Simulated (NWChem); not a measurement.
**C4H4O (SMILES c1ccoc1): levels of theory compared**

Aim: a comparison of 6 runs (BHLYP/def2-SVP, B2PLYP/def2-SVP, B3LYP/def2-SVP, CAM-B3LYP/def2-SVP, M06-2X/def2-SVP, wB97X/def2-SVP) of C4H4O. 

The results are computed with NWChem 7.3.0.

**1. The structure to begin with**

C4H4O: 9 atoms, total charge 0, spin state singlet. SMILES: `c1ccoc1`. The coordinates come from a PBE0-D4/def2-TZVP relaxation.

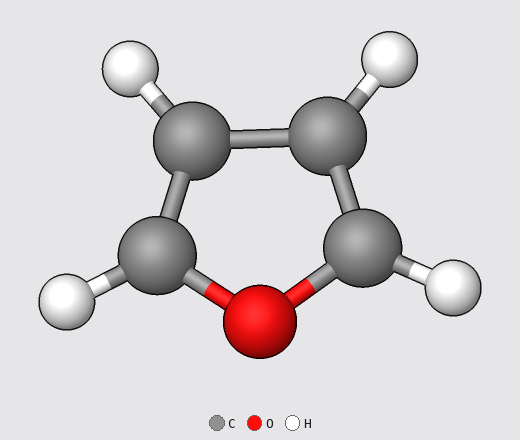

Viewed from a chosen angle; carbon grey, oxygen red, hydrogen white.

**2. Energy and gradient at BHLYP/def2-SVP (run 1)**

struct.nw reads:

```
start struct
title "C4H4O"
memory 2200 mb
charge 0

geometry units angstrom noautosym nocenter noautoz
C      0.281100     0.977400    -0.084000
C      0.817600    -0.248800    -0.579600
C     -0.000500    -1.224800    -0.122600
O     -1.001000    -0.697400     0.616400
C     -0.817300     0.641100     0.630900
H      0.663600     1.973100    -0.240900
H      1.694300    -0.382300    -1.192800
H     -0.006600    -2.296600    -0.230700
H     -1.542600     1.212000     1.186300
end

basis spherical bse
* library def2-SVP
end

dft
xc bhlyp
grid fine
convergence energy 1e-08
iterations 100
mulliken
print low
end

task dft gradient
```

The run is started by

```
nwchem struct.nw > struct.out
```

Standard output:

```text
[...]
 d= 0,ls=0.0,diis     1   -229.6644893551 -3.91D+02  6.44D-03  3.61D-01     1.7
[...]
 d= 0,ls=0.0,diis    10   -229.7168503140 -1.08D-09  5.74D-07  1.38D-09    14.1
         Total DFT energy =     -229.716850313992
      One electron energy =     -630.688942839713
           Coulomb energy =      270.811567159379
    Exchange-Corr. energy =      -31.631130246348
 Nuclear repulsion energy =      161.791655612691
[...]
      Total Density - Mulliken Population Analysis
     ---------------------------------------------
    Atom       Charge   Shell Charges
 -----------   ------   -------------------------------------------------------
    1 C    6     6.06   1.99  0.89  0.29  2.10  0.75  0.04
    2 C    6     6.06   1.99  0.89  0.29  2.10  0.75  0.04
    3 C    6     5.85   1.99  0.90  0.24  2.04  0.62  0.07
    4 O    8     8.28   1.99  1.10  0.65  2.88  1.65  0.02
    5 C    6     5.85   1.99  0.90  0.24  2.04  0.62  0.07
    6 H    1     0.98   0.75  0.20  0.03
    7 H    1     0.98   0.75  0.20  0.03
    8 H    1     0.97   0.75  0.19  0.02
    9 H    1     0.97   0.75  0.19  0.02
[...]
                         DFT ENERGY GRADIENTS
    atom               coordinates                        gradient
                 x          y          z           x          y          z
   1 C       0.531202   1.847018  -0.158737    0.003029  -0.000580  -0.002036
   2 C       1.545040  -0.470164  -1.095285    0.001138   0.003478  -0.000487
   3 C      -0.000945  -2.314536  -0.231680    0.005543  -0.003566  -0.004136
   4 O      -1.891616  -1.317895   1.164827   -0.008748  -0.006064   0.005382
   5 C      -1.544473   1.211503   1.192228    0.000575   0.007816   0.000339
   6 H       1.254022   3.728618  -0.455235   -0.000495  -0.001334   0.000205
   7 H       3.201763  -0.722442  -2.254065   -0.001143   0.000190   0.000796
   8 H      -0.012472  -4.339945  -0.435960   -0.000464   0.001210   0.000448
   9 H      -2.915091   2.290348   2.241782    0.000565  -0.001150  -0.000510
 Task  times  cpu:       17.2s     wall:       17.2s
[...]
```

It took 18 s on 1 thread of Intel Xeon Platinum 8488C (Sapphire Rapids), shared host; peak memory 0.12 GiB.

**3. The energy at B2PLYP/def2-SVP (run 2)**

m1.nw reads:

```
start m1
memory 2200 mb
charge 0

geometry units angstrom noautosym nocenter noautoz
   C     0.281100    0.977400   -0.084000
   C     0.817600   -0.248800   -0.579600
   C    -0.000500   -1.224800   -0.122600
   O    -1.001000   -0.697400    0.616400
   C    -0.817300    0.641100    0.630900
   H     0.663600    1.973100   -0.240900
   H     1.694300   -0.382300   -1.192800
   H    -0.006600   -2.296600   -0.230700
   H    -1.542600    1.212000    1.186300
end

basis "ao basis" spherical bse
   * library def2-SVP
end

dft
   xc hfexch 0.53 becke88 0.47 lyp 0.73 mp2 0.27
   dftmp2 semidirect
   grid fine
   convergence energy 1e-08
   iterations 100
   mulliken
   print medium
end

mp2
   freeze core 5
end

task dft
```

The run is started by

```
nwchem m1.nw > m1.out
```

Standard output:

```text
[...]
          Wavefunction type:  closed shell.
          No. of atoms     :     9
          No. of electrons :    36
[...]
          Charge           :     0
          Spin multiplicity:     1
[...]
          AO basis - number of functions:    90
[...]
              XC Information
              --------------
                     Hartree-Fock (Exact) Exchange  0.530
                    Becke 1988 Exchange Functional  0.470
              Lee-Yang-Parr Correlation Functional  0.730
[...]
 d= 0,ls=0.0,diis     1   -229.3313471591 -3.91D+02  6.31D-03  3.53D-01     1.6
[...]
 d= 0,ls=0.0,diis    10   -229.3832464933 -8.74D-10  4.64D-07  1.04D-09    13.9
         Total DFT energy =     -229.383246493262
      One electron energy =     -630.588190762767
           Coulomb energy =      270.704497445261
    Exchange-Corr. energy =      -31.291208788447
 Nuclear repulsion energy =      161.791655612691
[...]
      Total Density - Mulliken Population Analysis
     ---------------------------------------------
    Atom       Charge   Shell Charges
 -----------   ------   -------------------------------------------------------
    1 C    6     6.06   1.99  0.89  0.29  2.10  0.75  0.04
    2 C    6     6.06   1.99  0.89  0.29  2.10  0.75  0.04
    3 C    6     5.84   1.99  0.90  0.24  2.03  0.62  0.07
    4 O    8     8.29   1.99  1.09  0.65  2.88  1.66  0.02
    5 C    6     5.84   1.99  0.90  0.24  2.03  0.62  0.07
    6 H    1     0.98   0.75  0.20  0.03
    7 H    1     0.98   0.75  0.20  0.03
    8 H    1     0.97   0.76  0.19  0.02
    9 H    1     0.97   0.76  0.19  0.02
[...]
  Basis functions       =     90
[...]
```

It took 17 s on 1 thread of Intel Xeon Platinum 8488C (Sapphire Rapids), shared host; peak memory 0.25 GiB.

Runs 3 to 5 aren't shown in full; the table further down has their settings and results.

**4. Energy and gradient at wB97X/def2-SVP (run 6)**

c4h4o.nw reads:

```
START c4h4o
TITLE "C4H4O gradient"
memory 2200 mb
charge 0

GEOMETRY units angstroms noautosym nocenter noautoz
   C      0.281100     0.977400    -0.084000
   C      0.817600    -0.248800    -0.579600
   C     -0.000500    -1.224800    -0.122600
   O     -1.001000    -0.697400     0.616400
   C     -0.817300     0.641100     0.630900
   H      0.663600     1.973100    -0.240900
   H      1.694300    -0.382300    -1.192800
   H     -0.006600    -2.296600    -0.230700
   H     -1.542600     1.212000     1.186300
END

BASIS spherical bse
   * library def2-SVP
END

DFT
   xc wb97x
   grid fine
   convergence energy 1e-08
   iterations 100
   mulliken
END

TASK dft gradient
```

The run is started by

```
nwchem c4h4o.nw > c4h4o.out
```

Standard output:

```text
[...]
          Wavefunction type:  closed shell.
          No. of atoms     :     9
          No. of electrons :    36
[...]
          Charge           :     0
          Spin multiplicity:     1
[...]
          AO basis - number of functions:    90
[...]
              XC Information
              --------------
                       wb97x  Method XC Functional
                     Hartree-Fock (Exact) Exchange  1.000
                         wb97x Exchange Functional  1.000
                      wb97x Correlation Functional  1.000
[...]
 d= 0,ls=0.0,diis     1   -229.7413695284 -3.92D+02  6.10D-03  3.87D-01     4.5
[...]
 d= 0,ls=0.0,diis    11   -229.7931221340 -2.61D-09  2.31D-07  4.41D-10    49.0
         Total DFT energy =     -229.793122134009
      One electron energy =     -630.703520879480
           Coulomb energy =      270.808176241696
    Exchange-Corr. energy =      -31.689433108916
 Nuclear repulsion energy =      161.791655612691
[...]
      Total Density - Mulliken Population Analysis
     ---------------------------------------------
    Atom       Charge   Shell Charges
 -----------   ------   -------------------------------------------------------
    1 C    6     6.06   1.99  0.89  0.29  2.11  0.75  0.04
    2 C    6     6.06   1.99  0.89  0.29  2.11  0.75  0.04
    3 C    6     5.89   1.99  0.90  0.25  2.05  0.63  0.07
    4 O    8     8.22   1.99  1.10  0.63  2.88  1.61  0.02
    5 C    6     5.89   1.99  0.90  0.26  2.05  0.63  0.07
    6 H    1     0.98   0.75  0.20  0.02
    7 H    1     0.98   0.75  0.20  0.02
    8 H    1     0.97   0.75  0.19  0.02
    9 H    1     0.97   0.75  0.19  0.02
[...]
  wavefunction    = closed shell
[...]
                         DFT ENERGY GRADIENTS
    atom               coordinates                        gradient
                 x          y          z           x          y          z
   1 C       0.531202   1.847018  -0.158737   -0.000400  -0.000659   0.000293
   2 C       1.545040  -0.470164  -1.095285   -0.000758  -0.000091   0.000439
   3 C      -0.000945  -2.314536  -0.231680    0.005338  -0.002234  -0.003858
   4 O      -1.891616  -1.317895   1.164827   -0.001556  -0.001141   0.000982
   5 C      -1.544473   1.211503   1.192228    0.001364   0.006887  -0.000293
   6 H       1.254022   3.728618  -0.455235   -0.002788  -0.007175   0.001159
   7 H       3.201763  -0.722442  -2.254065   -0.006311   0.000921   0.004405
   8 H      -0.012472  -4.339945  -0.435960   -0.000123   0.007867   0.000911
   9 H      -2.915091   2.290348   2.241782    0.005234  -0.004376  -0.004038
[...]
```

Wall time 70 s (1 thread of Intel Xeon Platinum 8488C (Sapphire Rapids), shared host); peak memory 0.11 GiB.

**5. The series**

| run | level | task | frozen core orbitals | energy (Eh) | largest force (eV/Å) | wall time |
| --- | --- | --- | --- | --- | --- | --- |
| 1 | BHLYP/def2-SVP | gradient | – | -229.716850 | 0.613 | 18 s |
| 2 | B2PLYP/def2-SVP | energy | 5 | -229.616813 | – | 17 s |
| 3 | B3LYP/def2-SVP | gradient | – | -229.855386 | 0.409 | 20 s |
| 4 | CAM-B3LYP/def2-SVP | gradient | – | -229.740837 | 0.359 | 63 s |
| 5 | M06-2X/def2-SVP | gradient | – | -229.754899 | 0.424 | 24 s |
| 6 | wB97X/def2-SVP | gradient | – | -229.793122 | 0.408 | 70 s |

**6. Summary of results**

| quantity | value |
| --- | --- |
| run 6: total energy | -229.79312 Eh |
| run 6: dipole moment | 0.55 D |
| run 6: HOMO energy | -8.95 eV |
| run 6: LUMO energy | 2.75 eV |
| run 6: HOMO–LUMO gap | 11.71 eV |
| run 6: largest force on an atom | 0.408 eV/Å |

What this shows: Over runs 2, 3, 4, 5, 6 the dipole moment (its size) runs from 0.55 D (wB97X/def2-SVP) to 0.65 D (B2PLYP/def2-SVP). A double hybrid's value is that of its SCF part. Over runs 2, 3, 5, 6 the HOMO–LUMO gap runs from 6.70 eV (B3LYP/def2-SVP) to 11.71 eV (wB97X/def2-SVP). Totals of different functionals can't be ranked against each other. All runs together took 3.6 min, the longest 70 s.
